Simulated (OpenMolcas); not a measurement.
# GaNH2ClF (SMILES [NH2][Ga]([F])[Cl]): methods side by side

The species is GaNH2ClF (6 atoms), meant as a singlet with charge 0. As SMILES, `[NH2][Ga]([F])[Cl]`. Geometry: relaxed at PBE0-D4/def2-TZVP.

```xyz
6

N    -0.1934    1.0270   -0.0459
Ga    0.2330   -0.7110    0.0129
F     1.5693   -1.2213    1.0093
Cl   -0.7401   -2.2086   -1.1237
H     0.2019    1.6915    0.5968
H    -1.0286    1.3586   -0.4956
```

Quantity: the vertical energy of the triplet above the singlet, in eV. The values are calculated.

```tsv
level	kind	program	value (eV)	less CCSD(T)/6-31G*	CPU time (all runs)
HF/6-31G* (spherical functions)	Hartree–Fock	OpenMolcas	4.80	-0.60	26 s
SVWN5/6-31G* (spherical functions)	LDA	OpenMolcas	4.89	-0.51	84 s
BLYP/6-31G* (spherical functions)	GGA	OpenMolcas	4.73	-0.67	1.7 min
revPBE/6-31G* (spherical functions)	GGA	OpenMolcas	4.84	-0.56	95 s
M06-L/6-31G* (spherical functions)	meta-GGA	OpenMolcas	5.38	-0.02	2.2 min
TPSS/6-31G* (spherical functions)	meta-GGA	OpenMolcas	4.86	-0.54	2.4 min
PBE0/6-31G* (spherical functions)	global hybrid	OpenMolcas	5.11	-0.29	78 s
CCSD(T)/6-31G* (spherical functions), open shells restricted	coupled cluster or CI	OpenMolcas	5.40	0.00	2.9 min
```

Differences are taken from CCSD(T)/6-31G* (spherical functions), open shells restricted for orientation; it has basis-set and higher-order errors of its own. All-electron rows without a relativistic Hamiltonian named are non-relativistic. The values span 4.73 to 5.40 eV. In the correlated wave-function rows the outer d shell of Ga is correlated, in sets not made for it. CPU times are rough (shared hosts, several kinds of processor): they show what a rung costs within a factor of a few.

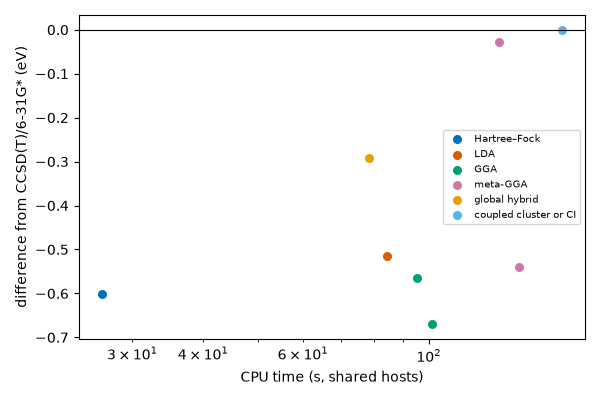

Difference from CCSD(T)/6-31G* against processor time, one point a level.
